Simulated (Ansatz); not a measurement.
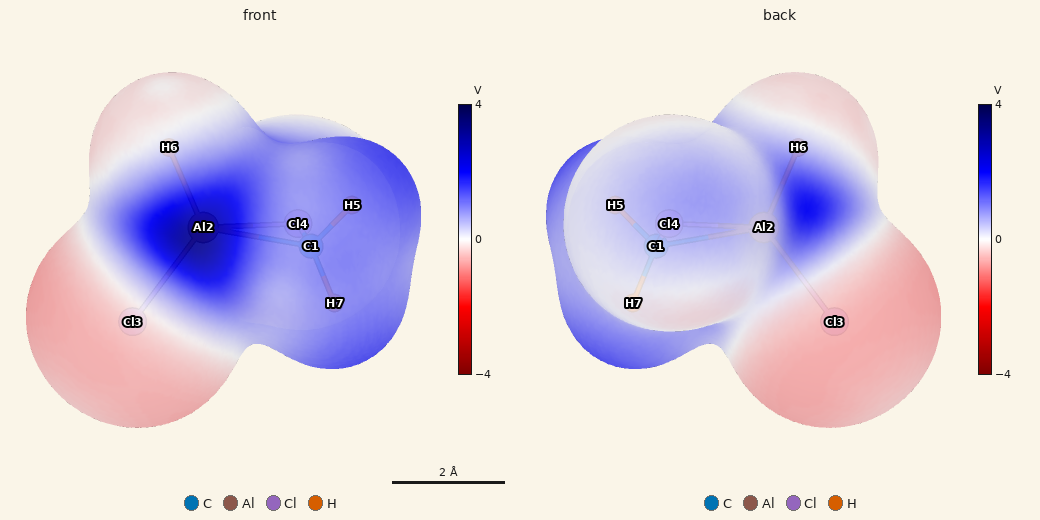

Figure. CH3AlCl2. The molecular electrostatic potential painted on the density surface at 0.002 e/bohr³, seen from the front and from behind; red is negative and blue positive.

Geometry: r2SCAN-D4/def2-SVP.

All numbers below come from isolated molecule in a Gaussian basis; Kohn-Sham density functional theory, functional PBE0 (Ansatz).

Input file:

```
crystal:
  periodic: [false, false, false]
  atoms:
    - {symbol: C, position_ang: [-1.374386, -0.055912, 0.227580]}
    - {symbol: Al, position_ang: [0.521967, 0.207774, -0.169508]}
    - {symbol: Cl, position_ang: [1.489838, -1.303980, -1.282752]}
    - {symbol: Cl, position_ang: [-0.596878, -0.718032, 1.825819]}
    - {symbol: H, position_ang: [-2.040549, 0.756839, 0.545726]}
    - {symbol: H, position_ang: [1.281876, 1.534603, 0.194996]}
    - {symbol: H, position_ang: [-1.945377, -0.897641, -0.185841]}
basis:
  gaussian:
    orbitals: def2-TZVPD
hamiltonian:
  xc: {name: PBE0}
output:
  forces: true
  orbitals: {seedname: orbitals}
```

Launched as:

```sh
ansatz run input.yaml --threads 2 --pin off --max-ram 4350MiB --events-out events.jsonl --progress --plain --runs-dir runs
```

### Describe the electrostatic potential map.

The most negative region (about −0.7 V) lies over Cl3, the most positive (about +2.9 V) over Al2.

### How polar is the molecule by this calculation?

Its dipole moment is 2.50 D.
